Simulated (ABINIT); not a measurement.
Band structure of AlGa3N4 (P-43m, 8 atoms in the cell).

```
CELL_PARAMETERS angstrom
      4.47169     0.00000     0.00000
      0.00000     4.47169     0.00000
      0.00000     0.00000     4.47169
ATOMIC_POSITIONS crystal
  Al 0.00000 0.00000 0.00000
  Ga 0.50000 0.50000 0.00000
  Ga 0.00000 0.50000 0.50000
  Ga 0.50000 0.00000 0.50000
  N  0.75571 0.75571 0.24429
  N  0.75571 0.24429 0.75571
  N  0.24429 0.24429 0.24429
  N  0.24429 0.75571 0.75571
```

Method: PBEsol, norm-conserving pseudopotentials (PseudoDojo nc-sr-04 PBEsol standard) (plane waves; ABINIT 10.0.3).

Settings: pseudos = [Al.upf, Ga.upf, N.upf]; ecut = 1143 eV; occopt = 1; ngkpt = 6 6 6; nshiftk = 1; shiftk = 0 0 0; potentials = PseudoDojo nc-sr-04 PBEsol standard; kptopt = 1; nstep = 60; toldfe1 = 1e-09 Ha; ndtset = 2; getden2 = 1; iscf2 = -2.

The starting cell comes from a database of computed structures (which also holds hypothetical and non-ambient phases and stackings), without a prior relaxation at this level.

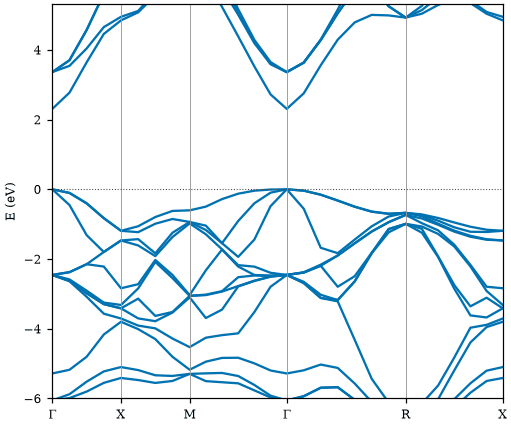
Bands along the path, energies from the top of the valence band on the SCF mesh.

Task: Read off roughly the gap and where its edges lie.

Result: The gap along the path is about 2.3 eV (computed: 2.31 eV), direct at Γ to within 0.01 eV.

Levels in eV from the top of the valence band on the SCF mesh, bands 28 to 35:
| point | 28 | 29 | 30 | 31 | 32 | 33 | 34 | 35 |
|---|---|---|---|---|---|---|---|---|
| Γ | -2.46 | 0.00 | 0.00 | 0.00 | 2.31 | 3.36 | 3.36 | 3.36 |
| X | -1.47 | -1.47 | -1.19 | -1.19 | 4.85 | 4.95 | 6.15 | 6.15 |
| M | -0.98 | -0.94 | -0.94 | -0.60 | 6.61 | 6.81 | 6.81 | 7.25 |
| R | -0.73 | -0.68 | -0.68 | -0.68 | 4.92 | 4.92 | 4.92 | 6.17 |
